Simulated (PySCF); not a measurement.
Consider C5H11NSi (SMILES C/N=C/C1C[SiH2]C1).

Input

```
{"job": {"kind": "nmr", "xc": "PBE0", "basis": "pcSseg-1"}, "charge": 0, "multiplicity": 1}
C      2.539511    -0.500042    -0.749501
N      1.246807     0.064869    -0.494757
C      0.310972    -0.693549    -0.114366
C     -1.082865    -0.205857     0.132348
C     -2.124615    -0.752582    -0.900851
Si    -3.006055     0.918789    -0.721977
C     -1.309363     1.321526     0.006063
H      2.597636    -1.594730    -0.580706
H      2.835537    -0.289785    -1.790490
H      3.290877    -0.006606    -0.111260
H      0.465637    -1.787762     0.020055
H     -1.388370    -0.549799     1.136984
H     -1.664202    -0.847054    -1.898286
H     -2.614977    -1.702272    -0.646387
H     -3.491120     1.624578    -1.948779
H     -4.113663     0.898170     0.284160
H     -0.613708     1.728473    -0.744771
H     -1.194932     1.901431     0.931605
```

Run with:

```sh
OMP_NUM_THREADS=1 python probes_run.py task.json out
```

Geometry: PBE0-D3(BJ)/def2-SVP.

The calculation used PySCF, PBE0/pcSseg-1, SCF density, gas phase, non-relativistic.

> Predict the electron density and electron localisation function between the atoms.

C–N (1.26 Å): ρ is about 2.8 e/Å³ halfway; the ELF peaks at about 0.90 between the atoms (a short, multiple covalent bond).
C–C (1.50 Å): the density is about 1.7 e/Å³ at the midpoint; the ELF peaks at about 0.95 between the atoms: a shared electron pair.
C–H (1.11 Å): ρ at the midpoint is about 1.9 e/Å³; the ELF climbs to about 1 towards the hydrogen, as it does in any bond to H (an ordinary covalent bond to hydrogen).
C–N (1.43 Å): ρ is about 2 e/Å³ halfway; the ELF peaks at about 0.95 between the atoms; localised, covalent bonding.

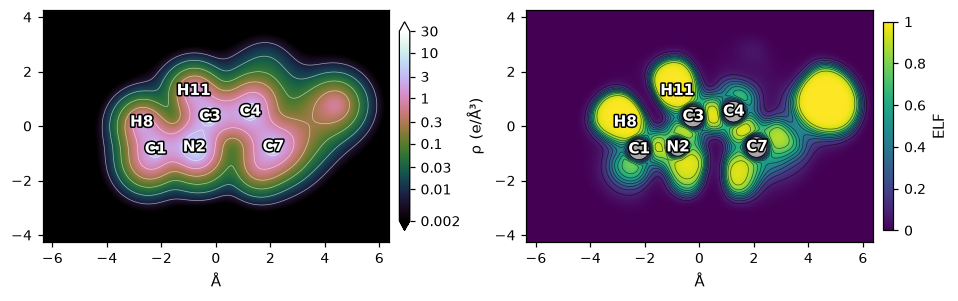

Computed electron density and electron localisation function on the plane of atoms C3, C4 and C7, in this order. Grey discs cover the atomic cores in the ELF map. 
